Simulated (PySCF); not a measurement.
# BI₃, SMILES `IB(I)I`: electronic structure

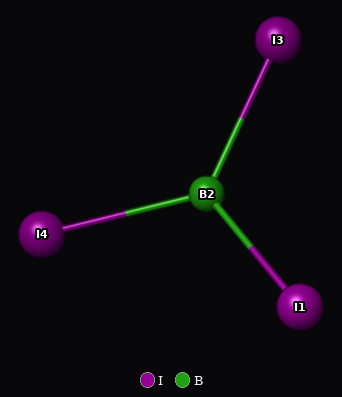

The molecule, with its atoms numbered as below. No frequency check shows the geometry to be a minimum.

Geometry (Å), atoms numbered from 1:

```
I1       1.9097    0.8926    0.0000
B2      -0.0001    0.0000    0.0000
I3      -1.7279    1.2075    0.0000
I4      -0.1818   -2.1001    0.0000
```

### 1. Bonding charge

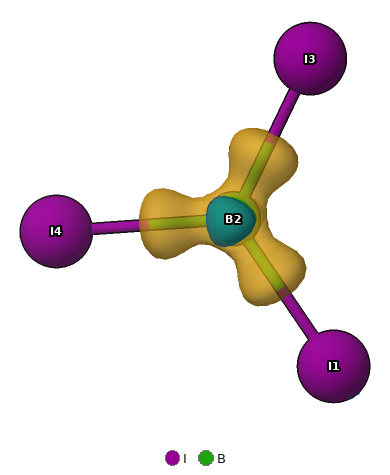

Deformation density (molecule less spherical, spin-averaged free atoms at the same positions), surfaces at ±0.1 e/Å³; yellow: gain, teal: loss.

Computed with PySCF, PBE/def2-TZVP, geometry: GFN2-xTB. Core potentials replace the inner electrons of I; spin–orbit coupling isn't included.

**Describe the bonding that the map shows.**

B2–I3, B2–I4 and I1–B2: +0.20 e/Å³ at the bond critical point (bond length 2.11 Å, Mayer order 1.3). In all, 0.8 electrons gather in the regions of gain relative to the promolecule.

### 2. Bond critical points

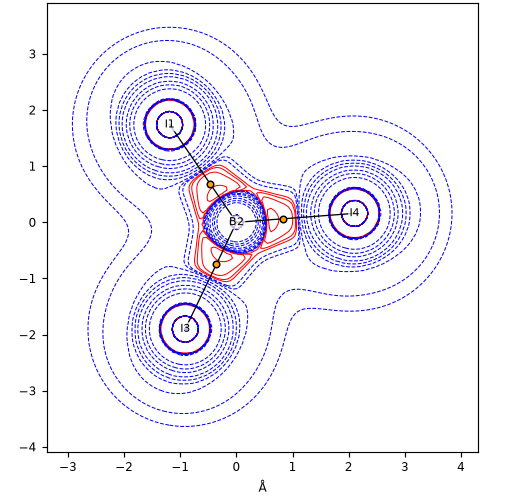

Negative Laplacian of the density (−∇²ρ) in the molecular plane (solid red lines positive, dashed blue lines negative, contours at ±0.02 to ±8 a.u.), with bond paths and bond critical points (dots).

**Sort the bonds in the plane by the sign of ∇²ρ at their critical points.**

Concentrated (∇²ρ < 0): B2–I3, B2–I4 and I1–B2 (−0.16 a.u.). At none is it depleted.

**Where along B2–I3 does the critical point lie?**

0.83 Å from B2 and 1.28 Å from I3.

### 3. Local ionisation energy

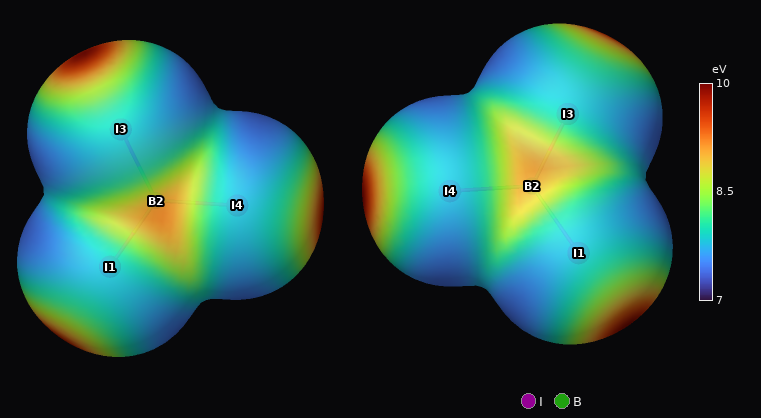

Average local ionisation energy on the surface of electron density 0.001 a.u. (back view left, front view right).

**Locate the minima of the map.**

The lowest value is 7.4 eV, 2.4 Å from I3, and at like points elsewhere. For comparison, the highest occupied orbital lies at −6.2 eV.

### 4. In an electric field

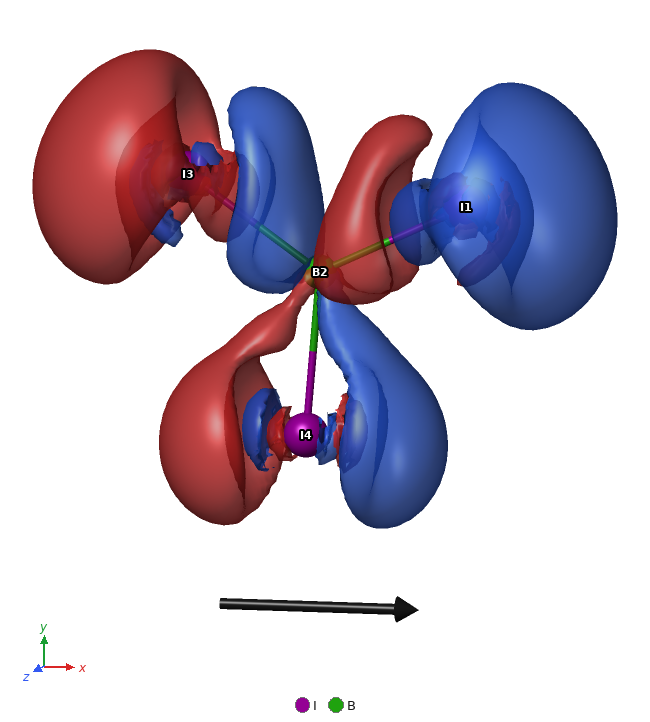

Change of the electron density in a uniform field of 0.21 V/Å along +x (arrow), surfaces at ±0.0015 e/Å³ (red: gain, blue: loss).

Computed with PySCF, PBE/def2-TZVP, geometry: GFN2-xTB. Core potentials replace the inner electrons of I; spin–orbit coupling isn't included. A basis without diffuse functions makes polarisabilities too small.

**How large is the response?**

The induced dipole is 1.40 D (along the field); α along this axis, from the fields in both directions, is 137 bohr³ (20.3 Å³).

**Which atoms gain and lose the most charge?**

Electrons gather most on I3 (Hirshfeld charge changes by −0.038 e) and leave I1 most (+0.043 e); 0.088 electrons are displaced in all.

### 5. Removing or adding an electron

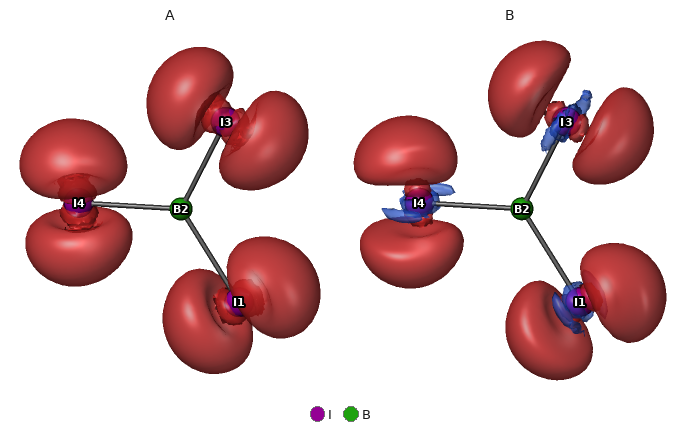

The Fukui function f⁻ from two separate SCF calculations and the density of the HOMO, at ±0.015 e/Å³ (red positive, blue negative).

**Which panel is which, and how good is the frozen-orbital picture?**

B is f⁻ (it has negative regions), A the HOMO density. The HOMO lies on I1, I3 and I4 (33 % each); f⁻ (Hirshfeld-condensed) is largest on I1, I3 and I4 (0.33 each); the vertical ionisation energy is 8.71 eV (the stability of the cation's solution wasn't checked). Relaxation shifts 0 % of the electron between atoms. The orbital energy is −6.25 eV.
